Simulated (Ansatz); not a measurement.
BH4OSi (doublet)

Input file:

```
crystal:
  periodic: [false, false, false]
  atoms:
    - {symbol: O, position_ang: [-1.155316, -1.222823, 1.538806]}
    - {symbol: B, position_ang: [-0.640955, -0.980934, 0.306043]}
    - {symbol: Si, position_ang: [-0.007230, 0.823962, -0.156292]}
    - {symbol: H, position_ang: [-0.541537, -1.865948, -0.503229]}
    - {symbol: H, position_ang: [-1.414584, -2.138822, 1.667604]}
    - {symbol: H, position_ang: [-0.186994, 2.028931, 0.689339]}
    - {symbol: H, position_ang: [0.420542, 1.150110, -1.537239]}
basis:
  gaussian: {orbitals: def2-TZVPP}
magnetization: {spin_polarized: true, initial_magnetization: 1}
hamiltonian: {xc: pbe0, dispersion: d4}
output: {orbitals: {seedname: orbitals}}
```

Launched as:

```sh
ansatz run in.yaml --threads 2 --pin off --events-out ev --progress --plain --max-ram 4352MiB
```

Geometry: PBE0-D4/def2-TZVP.

These are results of UKS PBE0-D4/def2-TZVPP (Ansatz 0.2.0), not measurements.

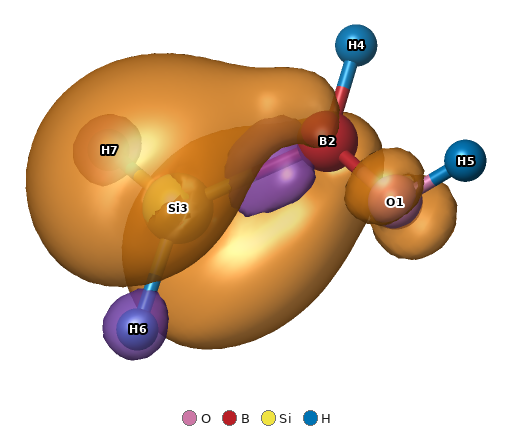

Figure 1. Isosurfaces of the spin density (α minus β) at +0.015 (orange) and −0.015 e/Å³ (purple), seen at an oblique angle.

Question: Which atoms carry the spin?

Answer: The unpaired spin (1 electron) lies mostly on Si3 (about 0.8) and B2 (about 0.1), in electrons by Hirshfeld's partition.

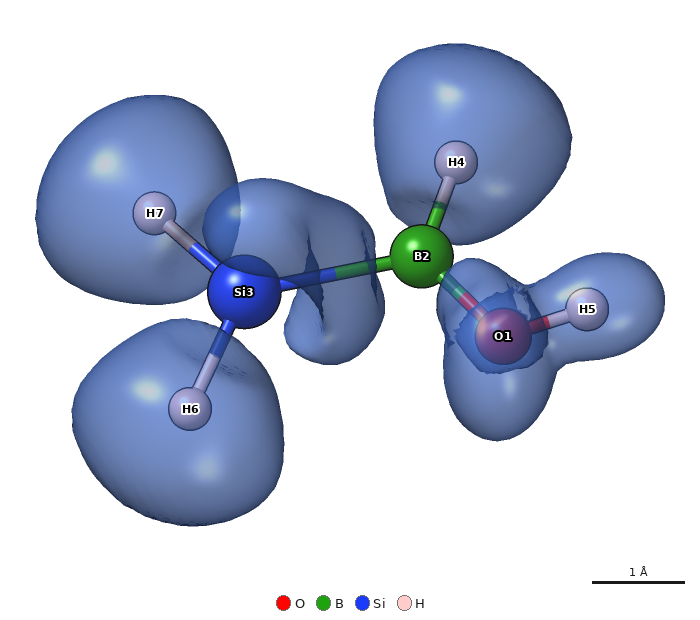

Figure 2. Isosurface of the electron localisation function at 0.75 (blue), seen at a tilt. Only the valence region is drawn (cores and ρ < 0.01 e/Å³ removed).

Question: What do the ELF domains correspond to?

Answer: The ELF exceeds this value in one region between bonded B–Si atoms (shared pairs), three regions around hydrogen nuclei and one joined region spread over several atoms (H, O), in which their bonds and any lone pairs are merged. Profiles from the grid: B–O (1.36 Å): the ELF peaks at about 0.90 between the atoms: a polar covalent bond. Si–B (1.97 Å): the ELF peaks at about 1 between the atoms; a shared electron pair.

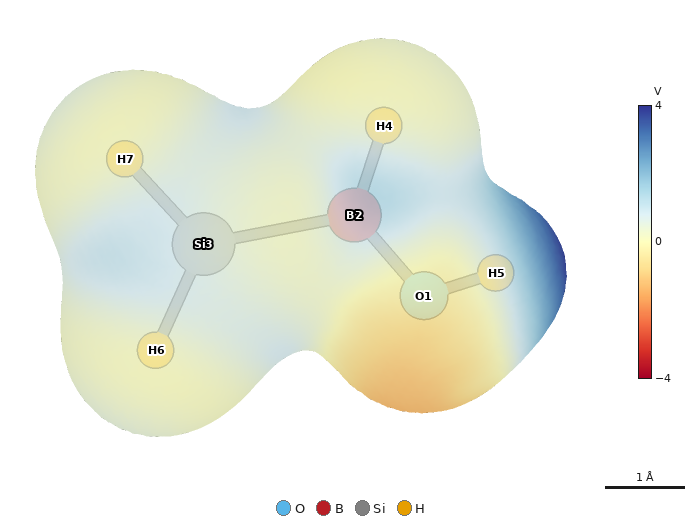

Figure 3. The electrostatic potential painted on the density surface at 0.004 e/bohr³, seen across its widest extent; red is negative and blue positive.

Question: Which sites attract a positive test charge, and which a negative one?

Answer: A positive charge is drawn to the negative regions and a negative charge to the positive ones. The most negative region (about −1.3 V) lies over O1, the most positive (about +3.7 V) over H5. O1 is the likeliest acceptor of a hydrogen bond.
